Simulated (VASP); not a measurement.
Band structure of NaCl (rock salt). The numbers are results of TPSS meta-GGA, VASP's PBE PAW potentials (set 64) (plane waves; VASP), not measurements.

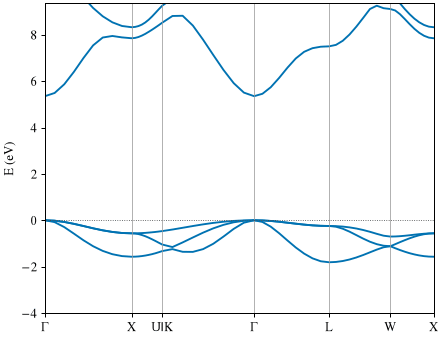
*Bands along high-symmetry lines, zero at the valence-band maximum or, without a gap, the Fermi level*

**Question.** Read the plot: is there a gap, and where are the band edges?

**Answer.** The gap is direct, 5.35 eV, from the valence maximum at Γ to the conduction minimum at Γ.

Measured: gap 8.97 eV (computed value off by -3.62 eV), as given by Wei Chen et al., Physical Review Materials (2018), doi:10.1103/physrevmaterials.2.073803.

The compound is NaCl in the rock salt structure. It was relaxed first.
